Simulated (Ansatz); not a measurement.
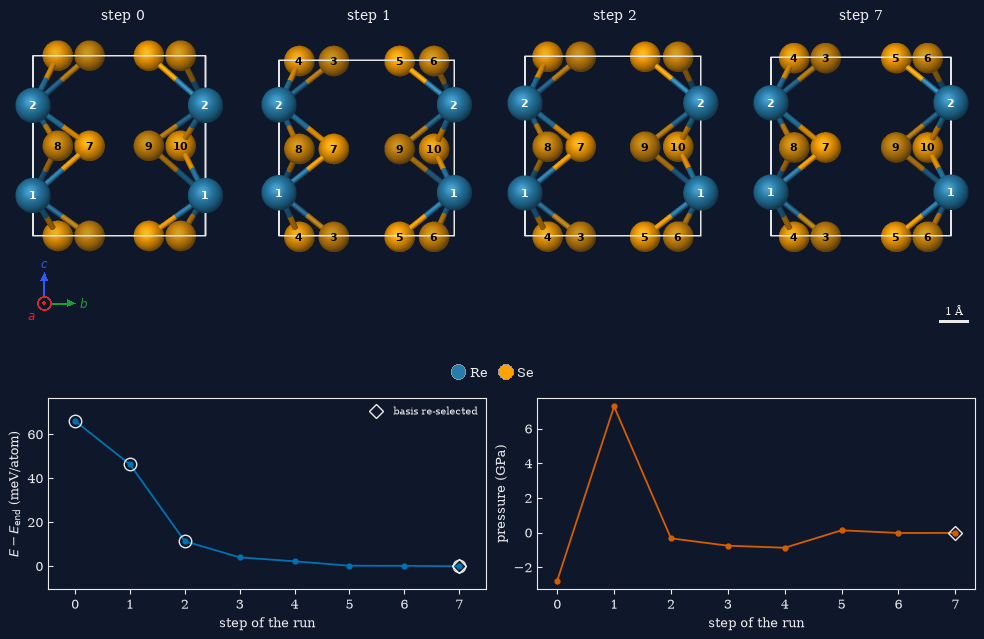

Frames of a relaxation of a crystal of ReSe4 (a generated structure, set up in P4cc), marked on the history of the run. A ball-and-stick model of the cell of the calculation, seen along the a axis.

The start is a swapped structure.

Method: DFT, PAW plane waves, r2SCAN (Ansatz 0.2.0).

Input file:
```yaml
crystal:
  lattice:
    - [5.98107531, 0.0, 0.0]
    - [0.0, 5.98107531, 0.0]
    - [0.0, 0.0, 6.2519406]
  atoms:
    - { symbol: Re, position: [0.0, 0.0, 0.2245], spin: 2.0 }
    - { symbol: Re, position: [0.0, 0.0, 0.7245], spin: 2.0 }
    - { symbol: Se, position: [0.144, 0.328, 0.0] }
    - { symbol: Se, position: [0.672, 0.144, 0.0] }
    - { symbol: Se, position: [0.856, 0.672, 0.0] }
    - { symbol: Se, position: [0.328, 0.856, 0.0] }
    - { symbol: Se, position: [0.856, 0.328, 0.5] }
    - { symbol: Se, position: [0.328, 0.144, 0.5] }
    - { symbol: Se, position: [0.144, 0.672, 0.5] }
    - { symbol: Se, position: [0.672, 0.856, 0.5] }
kpoints:
  mp_grid: { grid: [4, 4, 4], shift: [0, 0, 0] }
magnetization:
  spin_polarized: true
scf:
  occupations: { method: fermi_dirac }
  lower_state_search: "off"
hamiltonian:
  pseudopotentials: { kind: paw }
  xc: r2scan
basis:
  ecutwfc: 500
  fft_grid_basis: typed
relax:
  max_steps: 40
  cell: { p_target: 0.0 }
  f_tol: 0.03
output:
  forces: true
  stress: true
  eigenvalues: true
  bader: true
  populations: true
  elf: true
  write_potential: true
  volumetric_format: npy
  dos:
    e_range: [-12, 8]
    de: 0.05
    projected: { site_lists: { Re: [Re], Se: [Se] } }
checkpoint:
  read: saved_state
```

Launched with:
```bash
ansatz run input.yaml --threads 2 --pin off --max-ram 4096MiB --backend cpu --events-out ev --progress --plain --runs-dir out
```

What happens along the run?

Answer. The largest moves relative to the cell, 0.18 Å, are those of 8 atoms (Se3, Se4, Se5, Se6 and others). Se3 goes along [−2 −3 −1]. Largest moves by element: Se 0.18 Å, Re 0.13 Å. The volume changes by +8.0 %, with a = b 5.981 → 6.240 Å (+4.3 %), c 6.252 → 6.201 Å (−0.8 %). Among the contacts that change: Se3–Se4 3.344 → 3.704 Å, Se3–Se5 2.683 → 2.927 Å, Re1–Se10 2.749 → 2.578 Å, Re1–Se3 2.561 → 2.578 Å. Bond angles that change, for instance: Re2–Se4–Se6 110.2° → 116.3°, Re1–Se4–Se6 111.8° → 116.3°. The space group (tolerance 0.01 Å) goes from P4cc (No. 103) to P4/mcc (No. 124). The energy falls by 66.1 meV per atom in 6 accepted moves (7 points after the start). Largest force component: 1.1 eV/Å at the start, 0.0059 eV/Å at the end. The pressure goes from −2.77 to −0.01 GPa. At 1 point the geometry stayed and the basis and grid were re-selected for the new cell (energy shift of 0.2 meV per atom at most each time). The program noted that the starting moments weren't kept. From step 0 to 1: Se atoms move most (0.20 Å), volume +1.0 %, energy −19.8 meV per atom. From step 1 to 2: Se atoms move most (0.08 Å), volume +2.7 %, energy −35.0 meV per atom. From step 2 to 7: Se atoms move most (0.08 Å), volume +4.1 %, energy −11.4 meV per atom.

| step | E − E(0), meV/atom | largest force component, eV/Å | pressure, GPa | volume, Å³/atom | note |
| --- | --- | --- | --- | --- | --- |
| 0 | 0.00 | 1.0566 | -2.77 | 22.365 |  |
| 1 | -19.76 | 0.8095 | 7.28 | 22.578 |  |
| 2 | -54.74 | 0.6727 | -0.32 | 23.186 |  |
| 3 | -62.06 | 0.2953 | -0.75 | 23.941 |  |
| 4 | -63.87 | 0.1614 | -0.87 | 24.146 |  |
| 5 | -65.86 | 0.1094 | 0.14 | 24.140 |  |
| 6 | -65.93 | 0.0058 | -0.01 | 24.143 |  |
| 7 | -66.10 | 0.0059 | -0.01 | 24.143 | same geometry, new basis |
